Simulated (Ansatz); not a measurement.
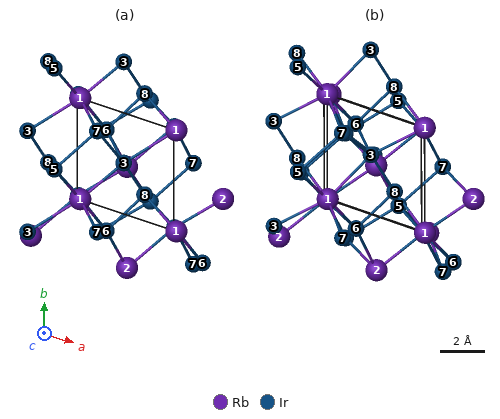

The structure of a crystal of RbIr$_{3}$ (a generated structure, set up in P1) (coarse preliminary run) before (left) and after (right) a relaxation, at one scale.

A ball-and-stick model of the cell of the calculation, seen along the c axis.

The calculation used DFT PBE, scalar-relativistic, plane waves, PAW in Ansatz. Set-up: plane-wave cutoff 420 eV; k-point mesh 6 × 6 × 4; occupations gaussian; smearing width 0.2 eV; no spin polarisation; cell and atoms relaxed; force threshold 0.025 eV/Å; at most 60 steps.

Describe what moved and what it gained.

The run was cut off at its time limit before the relaxation converged, so the last structure is only a point on the way. The atom that moves furthest relative to the cell is an Ir atom (0.32 Å roughly along +b). By element the largest moves are Ir 0.32 Å, Rb 0.21 Å. The volume changes by +5.3 %, with a 4.681 → 4.759 Å (+1.7 %), b 4.669 → 4.847 Å (+3.8 %), c 7.613 → 7.638 Å (+0.3 %), β 91.0° → 93.1°, γ 108.5° → 109.3°. Among the contacts that change: Ir–Rb 3.530 → 3.858 Å, Ir–Rb 3.021 → 2.700 Å, Ir–Rb 2.440 → 2.743 Å, Ir–Ir 2.804 → 2.553 Å. Among the angles between lasting bonds that change: Ir–Ir–Ir 174.6° → 159.7°, Ir–Ir–Ir 90.8° → 103.8°, Rb–Ir–Ir 94.1° → 106.0°. The space group stays P1 (No. 1). The energy falls by 249 meV per atom in 2 geometry steps. Largest force component: 3 eV/Å at the start, 0.8 eV/Å at the end. Pressure: 9.89 GPa at the start and 1.00 GPa at the end. The run took 5.2 min on 1 thread of Arm Neoverse V2, on a shared host, peak memory 0.81 GiB.
